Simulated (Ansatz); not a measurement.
## Amorphous Si30N45Nb3

It comes from a melt-quench run on a machine-learned potential (CHGNet), relaxed afterwards by DFT. N atoms were pushed apart under 1.9 Å during the dynamics, to hinder bonds among them. The hot cell started wider than the set density and was brought back towards it in steps. It is the lowest in DFT energy of 2 quenches. It is a model cell: composition and starting density were chosen by hand, and all elements were melted together. No dispersion term was used.

Methods: PBE, scalar-relativistic without spin-orbit coupling (Ansatz, a first-principles code); r2SCAN, scalar-relativistic without spin-orbit coupling (Ansatz); HSE06, scalar-relativistic without spin-orbit coupling (Ansatz). Geometry, pressure, stress and energy are those of the PBE run. Its sampling: a 2×2×2 Γ-centred mesh; Fermi-Dirac width 0.02 eV; no spin polarisation. Other functionals are single points at the zone centre (r2SCAN at 500 eV; exact exchange cut at the cell's faces), free to take moments where seeds were set. At PBE the levels at both edges of the gap are localised (band-tail or defect states), and the nearest spread-out levels lie 2.6 eV apart at the zone centre.

```json
{
  "number_of_atoms_in_the_cell": "78",
  "Density (volume relaxed, without dispersion)": "3.27 g/cm^3",
  "volume_per_atom": "11.39 Å³",
  "Pressure on a 2×2×2 Γ-centred mesh": "0.08 GPa",
  "Largest force and stress component on that mesh (the relaxation ran on the zone centre alone)": "0.19 eV/Å and 0.2 GPa",
  "Gap between localised states on a 2×2×2 Γ-centred mesh (PBE)": "1.72 eV",
  "Gap between localised states at the zone centre (PBE)": "1.76 eV",
  "Gap between localised states at the zone centre (r2SCAN)": "2.04 eV",
  "Gap between localised states at the zone centre (HSE06)": "2.89 eV"
}
```

Bonds are counted up to Si-Si 2.60 Å, Si-N 2.10 Å, Si-Nb 2.78 Å, N-N 1.70 Å, N-Nb 2.58 Å, Nb-Nb 3.12 Å. Two cations that share two anions don't count as bonded, nor two that share one unless they lie closer than Si-Si 2.38 Å, Si-Nb 2.71 Å, Nb-Nb 3.04 Å.

The mean coordination of Si by anions is 4.00 (1 with 3, 28 with 4, 1 with 5), the mean coordination of N is 3.00 (3 with 2, 39 with 3, 3 with 4) and the mean coordination of Nb by anions comes out as 5.00 (3 with 5). The mean Si-N bond is 1.764 Å (spread 0.054 Å, 120 counted) and the mean N-Nb bond comes out as 2.101 Å (spread 0.169 Å, 15 counted).

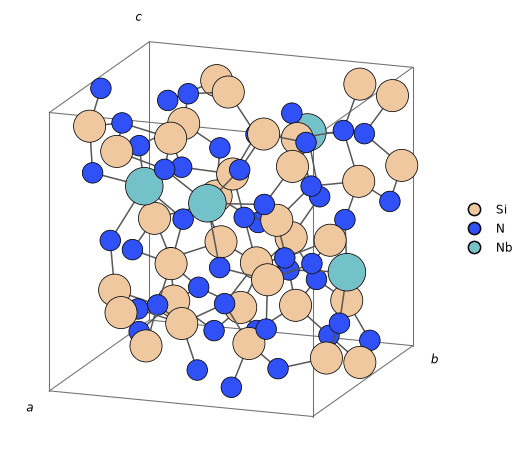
Fig. 1. The relaxed cell

Its density started from a set value of 3.27 g/cm³. The simulated quench (nominally 380 K/ps over its main leg) is rapid and tends to freeze in more defects than a deposited or slowly cooled glass has. One small periodic cell is one sample of the glass; other quenches scatter about these values. Volume and shape were free in the relaxation. On a 2×2×2 Γ-centred mesh force components of up to 0.19 eV/Å stay, since the relaxation ran on the zone centre alone.
